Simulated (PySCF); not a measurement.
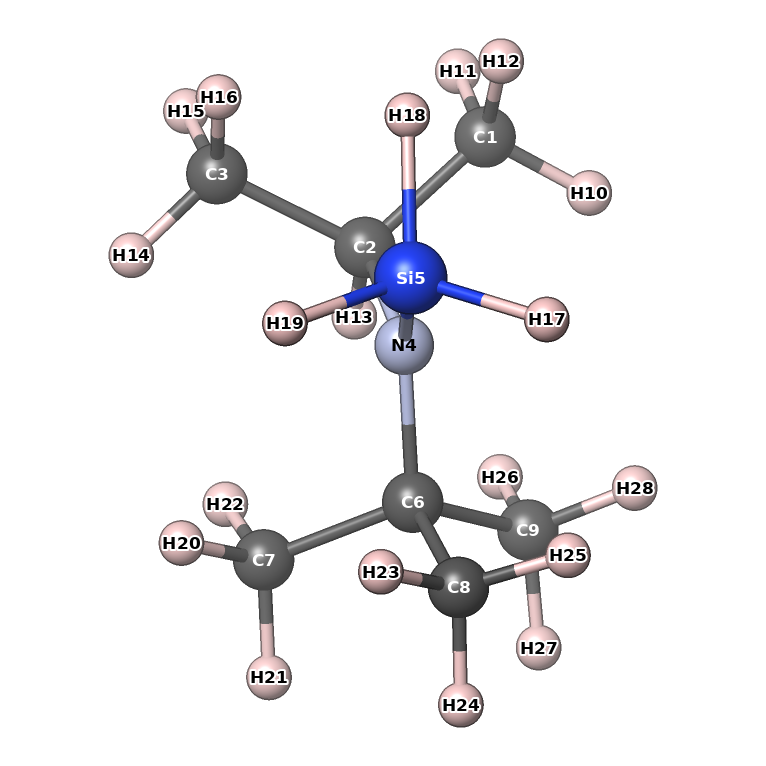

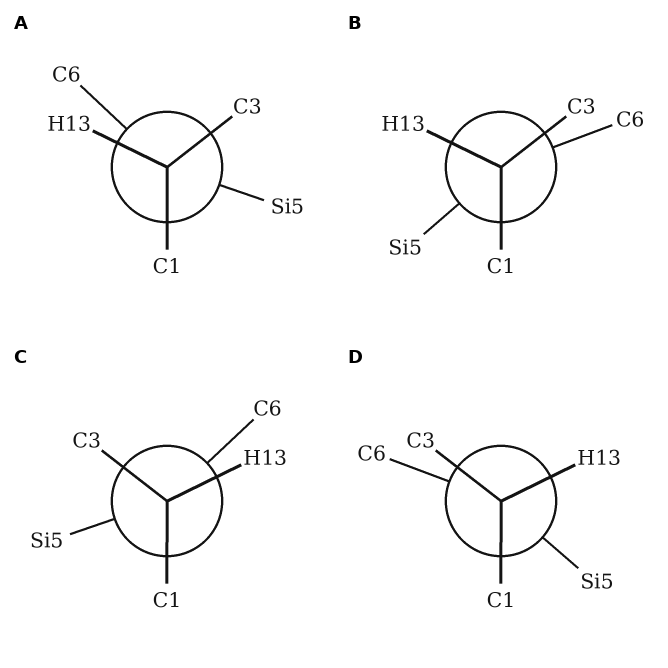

Atoms fade into the background with distance from the viewer. Bonds that would overlap in a projection are set slightly apart. The computed structure is the end point of a PBE0-D3(BJ)/def2-SVP optimisation. No frequency run is at hand to confirm it as a minimum.

### Which Newman projection shows the view along C2–N4, with C2 in front?

C. The torsion angle C1–C2–N4–Si5 is 71°, synclinal (gauche).
